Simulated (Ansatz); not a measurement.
A family of molecules: the dipole moment

One atom is swapped for its congeners: C6H14O2Si `CC(C)O[Si]OC(C)C`; C6H14GeO2 `CC(C)[O][Ge][O]C(C)C`; C6H14O2Sn `CC(C)[O][Sn][O]C(C)C`. All are singlets with charge 0.

Shapes, held fixed at every level: PBE0-D4/def2-TZVP. Flexible molecules stand in one conformer, not always the lowest. Programs: Ansatz 0.2.0. Values in D.

| level | C6H14O2Si | C6H14GeO2 | C6H14O2Sn |
| --- | --- | --- | --- |
| PBE-D4/def2-TZVPP | 3.18 | 1.42 | 1.60 |
| r2SCAN-D4/def2-TZVPP | 3.34 | 1.47 | 1.64 |
| B3LYP-D4/def2-TZVPP | 3.16 | 1.46 | 1.81 |
| wB97M-V/def2-TZVPP | 3.12 | 1.46 | 1.84 |

At wB97M-V/def2-TZVPP the dipole moment isn't monotonic: it is largest for Si and smallest for Ge (3.12 and 1.46 D). Every level shows the same order. For atoms past krypton def2 sets carry core potentials with scalar relativity. Relativity is left out for Ge unless named.

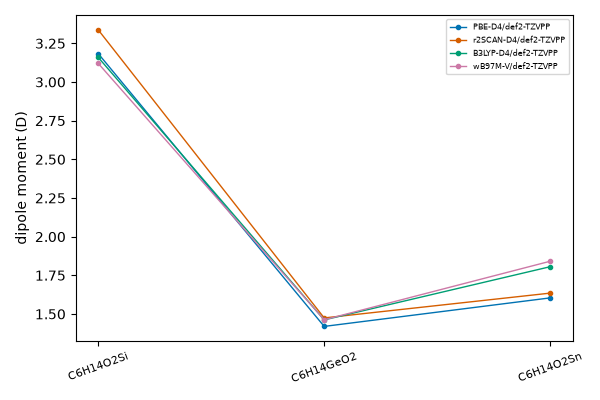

The trend along the series, level by level.
